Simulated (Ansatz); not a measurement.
The parent structure is AlN in the wurtzite structure (space group P6_3mc, No. 186; a = 3.1067 Å, c = 4.9785 Å). Axes: x lies along a and z along c of the hexagonal cell.

Now apply this change: compressive biaxial strain of 0.22 % in the plane normal to [001], as in epitaxy on a mismatched substrate; the out-of-plane cell vector and the atoms relax.

Computed with Kohn–Sham DFT with the r2SCAN functional, run in Ansatz (an electronic-structure program) with PAW and 500 eV plane waves, scalar-relativistic without spin-orbit coupling.

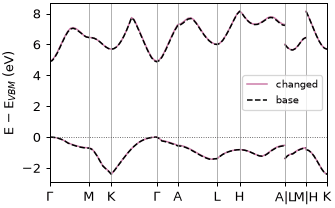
*Highest valence and lowest conduction band along the path, each from its own valence-band maximum*

The gap is 4.93 eV, direct at Γ; the base has 4.88 eV.

Stability against distortions was not tested.
